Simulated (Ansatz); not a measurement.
## Polymorphs of B₆P

4 relaxations of B6P ended in 4 distinct structures. Computed with PBE (plane waves to 420 eV, PAW, scalar-relativistic; Ansatz, a quantum-chemistry and plane-wave program).

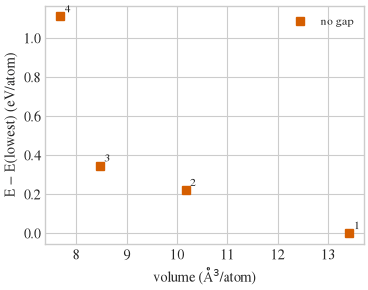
Fig. 1. Energy against volume of the distinct structures, numbered as in the table

```csv
#,space group,Pearson,type,E − E(lowest) (eV/atom),V (Å³/atom),runs ending here
1,Fmm2,oF28,–,0.00,13.42,1
2,Pm-3m,cP7,"AFLOW prototype A6B_cP7_221_f_a (D2_1, as in CaB6)",0.22,10.18,1
3,Immm,oI14,–,0.35,8.48,1
4,Pm-3,cP7,–,1.11,7.68,1
```

All are gapless at this level. Fmm2, oF28 is the lowest of the structures calculated here.

Space group Fmm2 (No. 42); a = 5.803 Å, b = 6.699 Å, c = 9.668 Å, α = β = γ = 90.00°

```json
[
 {"atom": "B", "site": "8c", "symmetry": "m..", "x": "0.0000", "y": "0.2647", "z": "0.1838"},
 {"atom": "B", "site": "16e", "symmetry": "1", "x": "0.2421", "y": "0.1238", "z": "0.2072"},
 {"atom": "P", "site": "4a", "symmetry": "mm2", "x": "0.0000", "y": "0.0000", "z": "0.5500"}
]
```
(The calculation used a cell of 7 atoms; values per cell refer to that cell.)

Each run could gain symmetry but not lose that of its start, so entries can be saddle points. All of these are generated cells (placed on structure types, drawn at random, substituted or restacked) that were not matched to a known phase here. The real structure of this composition may not be among these, and whether this composition forms is not checked here. Static energies at zero pressure. No spin polarisation in the result. Without a van der Waals term the distances between weakly bound units are poorly fixed.
